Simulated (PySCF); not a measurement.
# CCSDT/STO-3G run of SiH4O (silanol)

What is the vertical singlet–triplet gap of SiH4O (silanol) at CCSDT/STO-3G? The job is set up through a Python script.

The results are computed with PySCF 2.14.0.

5 further runs of the same task are left out: 5 set aside as unsound or not needed.

## 1. The structure to begin with

The species is SiH4O (6 atoms), meant as a singlet with charge 0. As SMILES, `O[SiH3]`. The shape is that of a PBE0-D4/def2-TZVP optimisation.

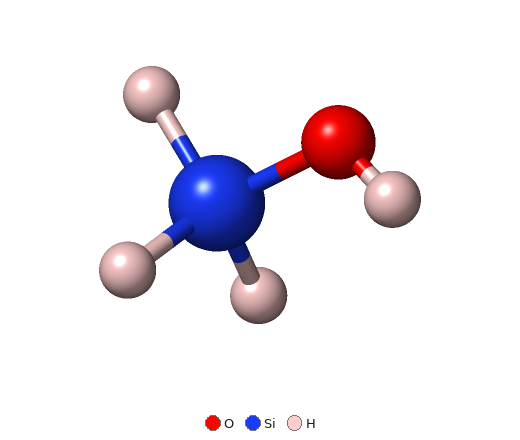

The structure, seen from a chosen angle (oxygen red, silicon blue, hydrogen pink).

## 2. A single-point energy at CCSDT/STO-3G

Contents of input.py:

```python
from pyscf import gto, scf, cc

system = gto.M(
    atom=[
    ('O', (0.636700, -1.030300, 0.419000)),
    ('Si', (-0.035700, 0.346500, -0.187000)),
    ('H', (0.069100, -1.629200, 0.904700)),
    ('H', (-1.128300, 0.045700, -1.152800)),
    ('H', (1.060500, 1.064900, -0.875600)),
    ('H', (-0.602300, 1.202400, 0.891700)),
],
    basis='sto-3g',
    spin=0,
    verbose=3,
    max_memory=1860,
)

mf = scf.RHF(system)
mf.conv_tol = 1e-10
mf.kernel()
if not mf.converged:
    mf = mf.newton().run(mf.mo_coeff, mf.mo_occ)

mycc = cc.CCSDT(mf, frozen=6)
mycc.kernel()
energy = mycc.e_tot
print('Final energy', energy)
```

Run with:

```sh
$ OMP_NUM_THREADS=1 python input.py
```

Standard output:

```text
converged SCF energy = -361.762298528007
_make_eris_incore_RCCSDT

WARN: A large `blksize` is being used, which may cause large memory consumption
      for storing contraction intermediates. If memory is sufficient, consider using
      `pyscf.cc.rccsdt_highm.RCCSDT` instead.

RCCSDT converged
E(RCCSDT) = -361.8667518756415   E_corr = -0.1044533476346417
E_corr(same-spin) = -0.006591211940191
E_corr(oppo-spin) = -0.0978621356944507
Final energy -361.86675187564146
```

Run time: 1.3 s. Hardware: 1 thread of Intel Xeon Platinum 8259CL at 2.50GHz (Skylake/Cascade Lake), shared host; peak memory 0.1 GiB.

## 3. The triplet

Contents of run.py:

```python
from pyscf import gto, scf, cc

system = gto.Mole()
system.atom = [
    ('O', (0.636700, -1.030300, 0.419000)),
    ('Si', (-0.035700, 0.346500, -0.187000)),
    ('H', (0.069100, -1.629200, 0.904700)),
    ('H', (-1.128300, 0.045700, -1.152800)),
    ('H', (1.060500, 1.064900, -0.875600)),
    ('H', (-0.602300, 1.202400, 0.891700)),
]
system.spin = 2
system.basis = 'sto-3g'
system.verbose = 3
system.max_memory = 1860
system.build()

mf = scf.UHF(system)
mf.conv_tol = 1e-10
mf.kernel()
if not mf.converged:
    mf = mf.newton().run(mf.mo_coeff, mf.mo_occ)

mycc = cc.CCSDT(mf, frozen=6)
mycc.kernel()
etot = mycc.e_tot
print('E = %.10f Eh' % etot)
```

Run with:

```sh
$ OMP_NUM_THREADS=1 python run.py
```

Standard output:

```text
WARN: HOMO 0.283449580309517 >= LUMO -0.34176750479243

WARN: HOMO 0.18761107390341 >= LUMO 0.113715721468492

WARN: HOMO 0.0963839399440723 >= LUMO 0.0797625368592729

converged SCF energy = -361.437648662076  <S^2> = 2.0027903  2S+1 = 3.0018596
_make_eris_incore_UCCSDT

WARN: A large `blksize_v_aaa` is being used, which may cause large memory consumption
      for storing contraction intermediates. If memory is sufficient, consider using
      `pyscf.cc.uccsdt_highm.UCCSDT` instead.

WARN: A large `blksize_v_aab` is being used, which may cause large memory consumption
      for storing contraction intermediates. If memory is sufficient, consider using
      `pyscf.cc.uccsdt_highm.UCCSDT` instead.

UCCSDT converged
E(UCCSDT) = -361.5272369883365   E_corr = -0.08958832626056308
E_corr(same-spin) = -0.0046148082703074
E_corr(oppo-spin) = -0.0849735179902557
E = -361.5272369883 Eh
```

Wall time 3.6 s (1 thread of Intel Xeon Platinum 8259CL at 2.50GHz (Skylake/Cascade Lake), shared host); peak memory 0.11 GiB.

## 4. Summary of results

Level: CCSDT/STO-3G, 6 core orbitals frozen.

| quantity | value |
| --- | --- |
| singlet: total energy | -361.86675 Eh |
| singlet: dipole moment (Hartree–Fock density) | 1.28 D |
| singlet: HOMO energy (Hartree–Fock orbitals) | -9.26 eV |
| singlet: LUMO energy (Hartree–Fock orbitals) | 13.34 eV |
| singlet: HOMO–LUMO gap (Hartree–Fock orbitals) | 22.60 eV |
| singlet: correlation energy (6 core orbitals frozen) | -104.5 mEh |
| singlet: T1 diagnostic | 0.008 |
| triplet: total energy | -361.52724 Eh |
| triplet: dipole moment (Hartree–Fock density) | 1.99 D |
| triplet: correlation energy (6 core orbitals frozen) | -89.6 mEh |
| triplet: ⟨S²⟩ of the reference determinant | 2.003 |
| triplet: T1 diagnostic | 0.014 |
| vertical energy of the triplet above the singlet | 9.239 eV |

In words: At this shape the triplet lies 9.24 eV (213 kcal/mol) above the singlet. In a minimal basis such a difference can be off by several eV, whatever the method. Mulliken charges (singlet) of the mean-field density run from -0.50 on O1 to +0.83 on Si2; they depend strongly on the basis. Mulliken charges (triplet) of the mean-field density run from -0.19 on H5 to +0.51 on Si2.
